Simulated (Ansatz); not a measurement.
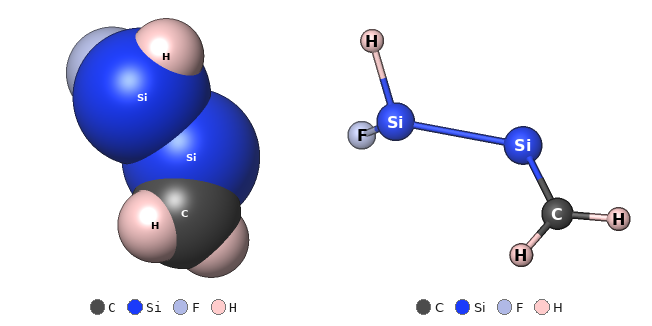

The same structure drawn twice, from different directions.

The computed structure is the end point of a PBE0-D4/def2-TZVP optimisation. No frequency run is at hand to confirm it as a minimum.

Identify the structure.

Formula CH3FSi2. SMILES: `C=[Si]=[SiH]F`. It has no ring. Among its groups: Si–H bond. This geometry has C1 symmetry. Coordination: 1 C trigonal planar; 1 Si bent; 1 Si trigonal pyramidal.

More results for the same structure follow; atom numbers are the same in all pictures, views and colours differ.

## Charges

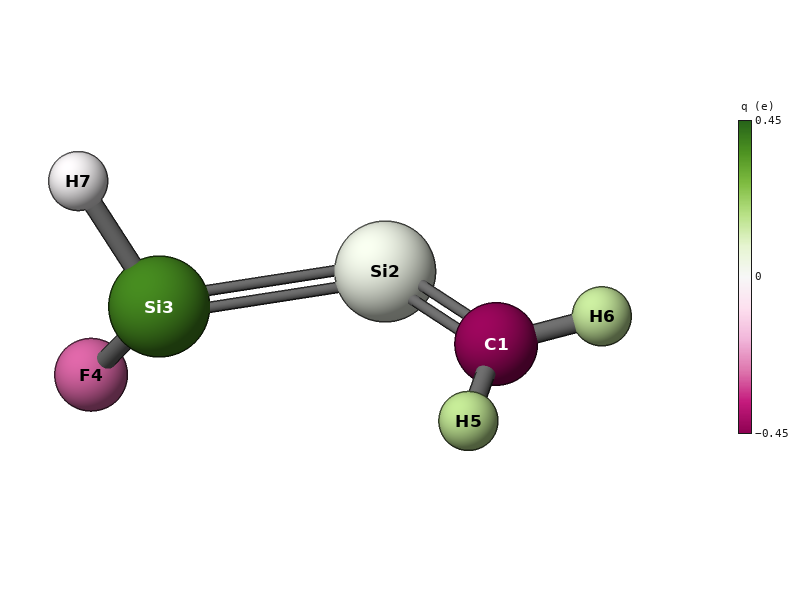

Atoms are coloured by their Mulliken charges. No frequency run is at hand to confirm it as a minimum. Properties computed with RKS PBE0-D4/def2-TZVP (Ansatz 0.2.0).

List the Mulliken charges.

```
atom  value (e)
  C1      −0.43
 Si2       0.03
 Si3       0.38
  F4      −0.29
  H5       0.16
  H6       0.15
  H7      −0.01
```

## Electronic properties

No frequency run is at hand to confirm it as a minimum. Method: RKS PBE0-D4/def2-TZVPP (Ansatz 0.2.0).

Predict the main results.

- HOMO energy (Kohn–Sham orbital): −6.68 eV
- LUMO energy (Kohn–Sham orbital): −3.05 eV
- HOMO–LUMO gap: 3.63 eV
- dispersion correction: −13.4 kJ/mol

## Dipole moment

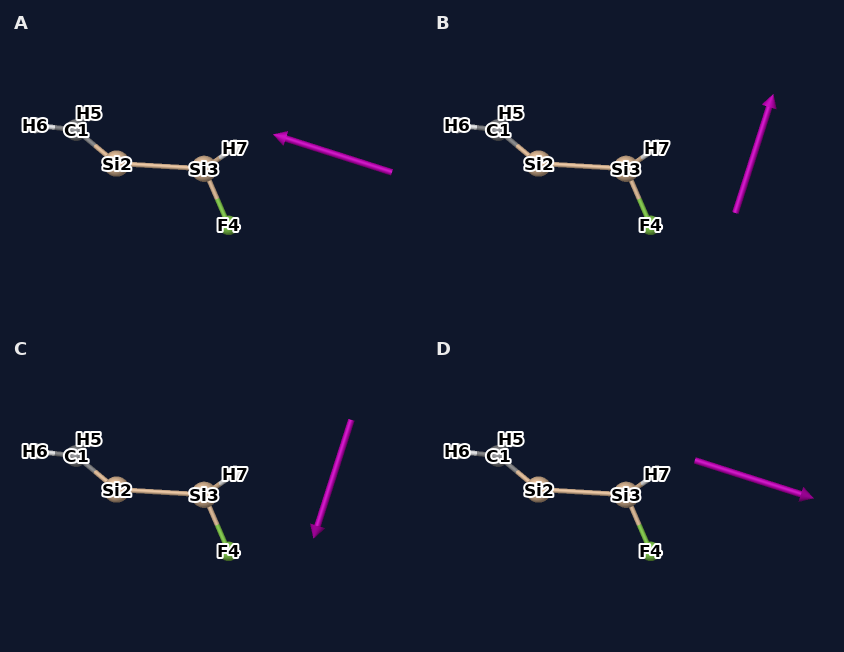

The same molecule four times, each with an arrow. No frequency run is at hand to confirm it as a minimum. Method: RKS PBE0-D4/def2-TZVP (Ansatz 0.2.0).

**Which arrow points along the dipole moment, from the negative to the positive end?**

B. The dipole moment is 0.92 D; it points from the side of F4 to the side of H7 (the outermost atoms at the two ends).

Mulliken values depend strongly on the basis set and can even reverse the polarity of a bond.
